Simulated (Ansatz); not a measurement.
# AlClOF (SMILES [O][Al]([F])[Cl]) at U-revPBE/6-311+G(d,p)

Aim: the vertical ionisation energy of AlClOF at U-revPBE/6-311+G**, from 2 runs. 

The results are computed with Ansatz 0.2.0.

70 further runs of the same task are left out: 2 that didn't finish, 68 set aside as unsound or not needed. Runs told in other sessions of the task aren't counted.

### 1 The system as given

AlClOF: 4 atoms, total charge 0, spin state doublet. As SMILES, `[O][Al]([F])[Cl]`. The shape is that of a PBE0-D4/def2-TZVP optimisation.

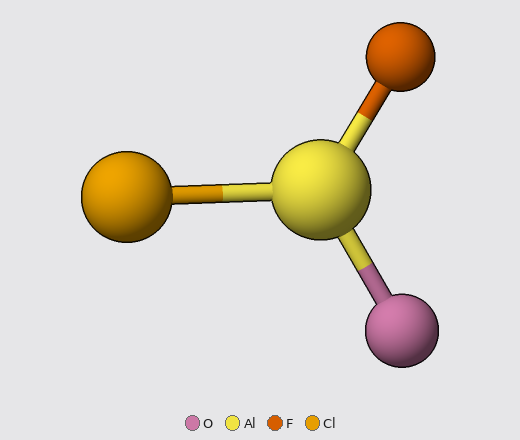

The structure, seen from a chosen angle (oxygen pink, aluminium yellow, fluorine orange, chlorine amber).

### 2 A single-point energy at U-revPBE/6-311+G(d,p)

Contents of job.yaml:

```yaml
crystal:
  periodic: [false, false, false]
  atoms:
    - symbol: O
      position_ang: [0.993300, 0.591700, 1.294800]
    - symbol: Al
      position_ang: [0.061900, -0.095200, 0.016700]
    - symbol: F
      position_ang: [0.278100, -1.671200, -0.348900]
    - symbol: Cl
      position_ang: [-1.277700, 1.114400, -0.982900]
basis:
  gaussian:
    orbitals: 6-311+G_st__st_-spherical.json
magnetization:
  spin_polarized: true
  initial_magnetization: 1
hamiltonian:
  xc: {name: revPBE}
accuracy: high
output: {orbitals: {seedname: orbitals}}
```

The basis set 6-311+G** is read from a file made from the Basis Set Exchange's data (not shown).

Command:

```sh
$ ansatz run job.yaml --threads 1 --pin off --max-ram 3480MiB --events-out events.jsonl --progress --plain --runs-dir runs
```

Log:

```text
Warning: RAYON_NUM_THREADS=1 ignored (pool sized by the plan → 1); use --threads N
Functional definition: revPBE
  name "revPBE"
  parameter kappa = 1.245
  parameter beta = 0.06672455060314922
  exchange = pbe_x(kappa = kappa, mu = beta*pi^2/3)
  correlation = pbe_c(beta = beta)
1717 factors; integrals over basis functions are off by at most 4.5e-9 eV
mean field evaluation 1: about -23860.9750 eV, gradient 6.7e1 eV
mean field evaluation 2: about -23607.0254 eV, gradient 1.6e2 eV
mean field evaluation 4: about -23864.4310 eV, gradient 6.8e1 eV
mean field evaluation 8: about -23882.5872 eV, gradient 5.8e-1 eV
mean field evaluation 16: about -23882.5841 eV, gradient 7.1e-4 eV
mean field evaluation 32: about -23882.5841 eV, gradient 2.9e-8 eV
mean field -23882.58414732 eV, -877.6687792171 hartree, gradient 2.9e-8 eV, S^2 0.752924; 5 other end points of the search recorded, 0 dependent functions left out
reference -23882.58415620 eV, -877.6687795432 hartree; 24, 23 occupied and 80, 81 virtual orbitals, 1717 factors
Total energy: -23882.58415620 eV, -877.6687795432 hartree
```

It took 26 s on 1 thread of Arm Neoverse V1, shared host; peak memory 0.29 GiB.

### 3 The singlet cation

Contents of molecule.yaml:

```yaml
crystal:
  periodic: [false, false, false]
  atoms:
    - {symbol: O, position_ang: [0.993300, 0.591700, 1.294800]}
    - {symbol: Al, position_ang: [0.061900, -0.095200, 0.016700]}
    - {symbol: F, position_ang: [0.278100, -1.671200, -0.348900]}
    - {symbol: Cl, position_ang: [-1.277700, 1.114400, -0.982900]}
basis:
  gaussian:
    orbitals: 6-311+G_st__st_-spherical.json
total_charge: 1
hamiltonian:
  xc: {name: revPBE}
accuracy: high
output: {orbitals: {seedname: orbitals}}
```

The basis set 6-311+G** is read from a file made from the Basis Set Exchange's data (not shown).

Command:

```sh
$ ansatz run molecule.yaml --threads 1 --pin off --max-ram 3480MiB --events-out events.jsonl --progress --plain --runs-dir runs
```

Log, shortened:

```text
Warning: RAYON_NUM_THREADS=1 ignored (pool sized by the plan → 1); use --threads N
[... 2 set-up lines as earlier in the session ...]
[...]
1717 factors; integrals over basis functions are off by at most 4.5e-9 eV
[...]
mean field -23869.84573414 eV, -877.2006511669 hartree, gradient 2.0e-8 eV, S^2 0.000000; 6 other end points of the search recorded, 0 dependent functions left out
reference -23869.84574401 eV, -877.2006515298 hartree; 23, 23 occupied and 81, 81 virtual orbitals, 1717 factors
Total energy: -23869.84574401 eV, -877.2006515298 hartree
```

Run time: 18 s. Hardware: 1 thread of Arm Neoverse V1, shared host; peak memory 0.22 GiB.

### 4 Summary of results

At U-revPBE/6-311+G**:

| quantity | value |
| --- | --- |
| doublet AlClOF: total energy | -877.66878 Eh |
| doublet AlClOF: HOMO energy (highest over α and β) | -7.94 eV |
| doublet AlClOF: LUMO energy (lowest over α and β) | -6.87 eV |
| doublet AlClOF: ⟨S²⟩ | 0.753 |
| singlet cation: total energy | -877.20065 Eh |
| vertical ionisation energy (to the singlet cation) | 12.738 eV |

What this shows: The vertical ionisation energy comes to 12.74 eV (294 kcal/mol). Only the singlet of the ionised species was computed; a triplet could lie lower.
